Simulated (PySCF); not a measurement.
In(GeH3)(H)2, SMILES [GeH3][InH2] (H₅GeIn) at its CAM-B3LYP/def2-SVP optimised geometry (Å):

```
7

In    -1.5453    -2.1017    -1.9849
Ge    -0.5384    -0.7341     0.0000
H     -1.0008     0.7341     0.0000
H     -0.9855    -1.3431     1.3439
H      1.0008    -0.7341     0.0000
H     -3.1026    -1.6998    -2.6264
H     -0.6768    -3.4375    -2.6629
```

Method: CAM-B3LYP/def2-TZVP, def2 effective core potentials past Kr in PySCF. The core electrons that the potentials of In replace are not part of the density.

Map of the log10 of the electron density (e/bohr³), floored at −4 on the plane z = 1.0 Å:

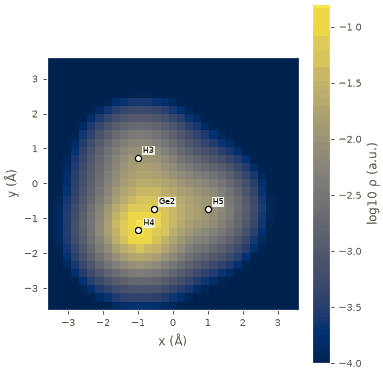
Figure. Log10 of the electron density (e/bohr³), floored at −4 on the plane z = 1.0 Å.
